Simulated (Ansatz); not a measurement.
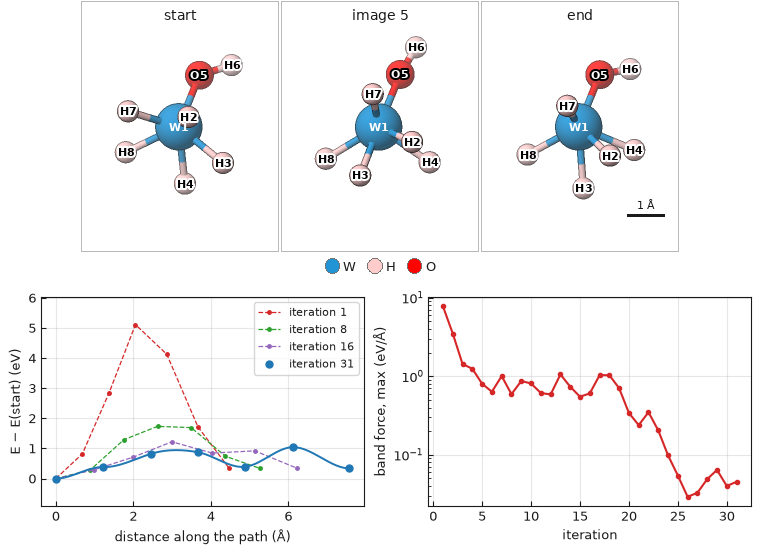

A nudged-elastic-band calculation for WH₆O. Images are numbered from 0 (start) to 6 (end). The plot follows the band through its iterations. Style: ball-and-stick. Shown from a free direction.

The calculation used RKS B3LYP/def2-SVP (Ansatz 0.2.0). Run with 5 movable images; climbing image; force threshold 0.05 eV/Å; iteration limit 60; starting path through a guess of the saddle point.

Question: How did the profile develop, and is the result final?

Answer: The run is converged, with reservations. The band converged in 31 iterations. The largest component of the band force went from 7.8 to 0.045 eV/Å. The climbing image converged on the top of the path. Its vibrational analysis gives one imaginary mode (576i cm⁻¹), as a transition state must have. The first iteration put the highest image at 5.11 eV. Forward barrier 1.04 eV, backward barrier 0.71 eV, with image 5 at the top; the reaction energy is +0.34 eV. The profile has 2 maxima (images 3, 5) with a dip at image 4 (+0.39 eV), so the process runs in steps.

The run took 2.8 min on 1 thread of AMD EPYC 9R45 96-Core Processor (Zen 5), on a shared host, peak memory 0.16 GiB.
